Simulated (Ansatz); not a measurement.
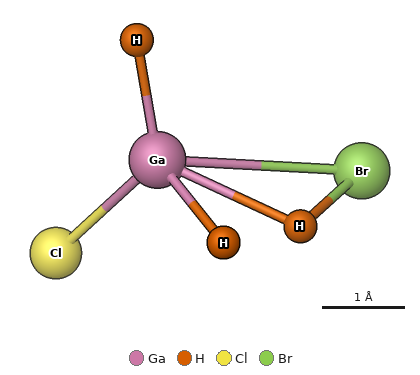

**Figure 1.** The structure as given in the input (ball-and-stick view, seen at a tilt). Sticks mark near contacts. Bond lengths as drawn: Br–Ga 2.68 Å, Br–H 1.62 Å, Cl–Ga 2.14 Å and Ga–H 1.54 to 1.95 Å.

# Frequency calculation, with input and output: GaH₃BrCl

- system: GaH₃BrCl
- method: RKS r2SCAN/def2-SVP (Ansatz 0.2.0)

It belongs to a series of runs on one base structure; here: vibrations at the highest image of the band.

## Output
```
Engine: ansatz 0.2.0, aarch64-unknown-linux-gnu
Functional definition: r2SCAN
  parameter k0 = 0.174
  parameter k1 = 0.065
  parameter a1 = 4.9479
  exchange = r2scan_x(k0 = k0, k1 = k1, a1 = a1)
  correlation = r2scan_c
1069 factors; their error is unknown
mean field evaluation 1: about -134975.6818 eV, gradient 2.6e1 eV
mean field evaluation 2: about -134975.0288 eV, gradient 3.6e1 eV
mean field evaluation 4: about -134976.6633 eV, gradient 1.2e0 eV
mean field evaluation 8: about -134976.5771 eV, gradient 2.8e-2 eV
mean field -134976.57711697 eV, -4960.2977186385 hartree, gradient 1.9e-5 eV, S^2 0.000000; 0 other end points of the search recorded, 0 dependent functions left out
the calculation of the forces begins
reference -134976.57712671 eV, -4960.2977189965 hartree; 43, 43 occupied and 54, 54 virtual orbitals, 1069 factors
these checks for a lower state are left out or cut short: stability, starts, cluster_reference, orbital_swaps, neighbouring_geometries, increment
1069 factors; their error is unknown
mean field evaluation 16: about -134976.6689 eV, gradient 2.0e-1 eV
mean field -134976.57703006 eV, -4960.2977154450 hartree, gradient 2.6e-6 eV, S^2 0.000000; 0 other end points of the search recorded, 0 dependent functions left out
[... from here on the field's lines of each further geometry are left out, up to the last ...]
the calculation of the forces begins
reference -134976.57711679 eV, -4960.2977186322 hartree; 43, 43 occupied and 54, 54 virtual orbitals, 1069 factors
these checks for a lower state are left out or cut short: stability, starts, cluster_reference, orbital_swaps, neighbouring_geometries, increment
1069 factors; their error is unknown
mean field -134976.57709308 eV, -4960.2977177608 hartree, gradient 9.3e-7 eV, S^2 0.000000; 0 other end points of the search recorded, 0 dependent functions left out
the calculation of the forces begins
reference -134976.57710282 eV, -4960.2977181188 hartree; 43, 43 occupied and 54, 54 virtual orbitals, 1069 factors
WARN: phonons: modes at or below zero, which the zero-point energy, F, S and C_V leave out: 1, the lowest at -602.40 cm⁻¹. A minimum has none, and a first-order saddle one
Total energy: -134976.57712671 eV, -4960.2977189965 hartree
Atom 0 at    -0.095450    -0.200219    -0.046861 Å, force    -0.002986    -0.001455    -0.004834 eV/Å
Atom 1 at    -0.082893     0.254016     1.546511 Å, force     0.000404    -0.000133     0.004967 eV/Å
Atom 2 at     1.199292    -0.095418    -0.875359 Å, force     0.001879     0.000005    -0.001651 eV/Å
Atom 3 at    -2.082395    -0.060223    -0.841472 Å, force     0.000094     0.000052    -0.001083 eV/Å
Atom 4 at     0.036034    -2.488433     1.333335 Å, force    -0.000250     0.004981    -0.000203 eV/Å
Atom 5 at    -0.033587    -0.924422     1.764846 Å, force     0.000859    -0.003451     0.002804 eV/Å
Dipole moment:     0.315576     0.149003     0.151229 e Å
Vibrations: -602.40 84.46 208.07 414.37 431.98 553.97 689.47 925.27 976.67 1283.46 1753.02 2065.77 cm⁻¹, zero-point energy 0.581889 eV
```

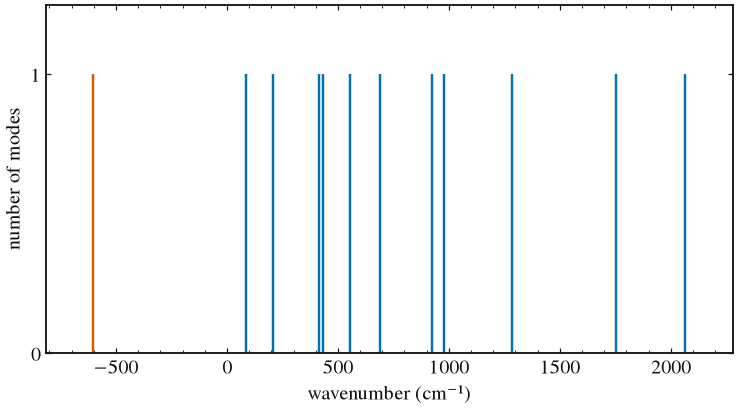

**Figure 2.** Harmonic vibrational wavenumbers from the force constants; neighbouring modes closer than 12 cm⁻¹ are counted in one stick, and imaginary ones are drawn at negative wavenumbers. 12 modes from 602i to 2066 cm⁻¹, 1 imaginary beyond 8i (602i cm⁻¹): a first-order saddle point, if the geometry is stationary.

The run was set up as follows.

## Input file
```yaml
crystal:
  periodic: [false, false, false]
  atoms:
    - { symbol: Ga, position_ang: [-0.09545, -0.200219, -0.046861] }
    - { symbol: H, position_ang: [-0.082893, 0.254016, 1.546511] }
    - { symbol: H, position_ang: [1.199292, -0.095418, -0.875359] }
    - { symbol: Cl, position_ang: [-2.082395, -0.060223, -0.841472] }
    - { symbol: Br, position_ang: [0.036034, -2.488433, 1.333335] }
    - { symbol: H, position_ang: [-0.033587, -0.924422, 1.764846] }
basis:
  gaussian: { orbitals: def2-SVP }
hamiltonian:
  xc: r2scan
phonons: {}
```

Run as:
```bash
ansatz run input.yaml --threads 4 --pin off --max-ram 5120MiB --backend cpu --events-out ev --progress --plain --runs-dir out
```

## Summary

```json
{"quantity": "outcome", "value": "converged"}
{"quantity": "total energy", "value": "−134976.5771 eV"}
{"quantity": "mean-field energy", "value": "−134976.5771 eV"}
{"quantity": "largest force (length of the vector)", "value": "0.006 eV/Å"}
{"quantity": "hardware", "value": "4 threads of Arm Neoverse V2, 24 GiB of memory available, shared host"}
{"quantity": "wall time", "value": "31 s (CPU time 1.9 min)"}
{"quantity": "peak memory", "value": "0.17 GiB"}
```
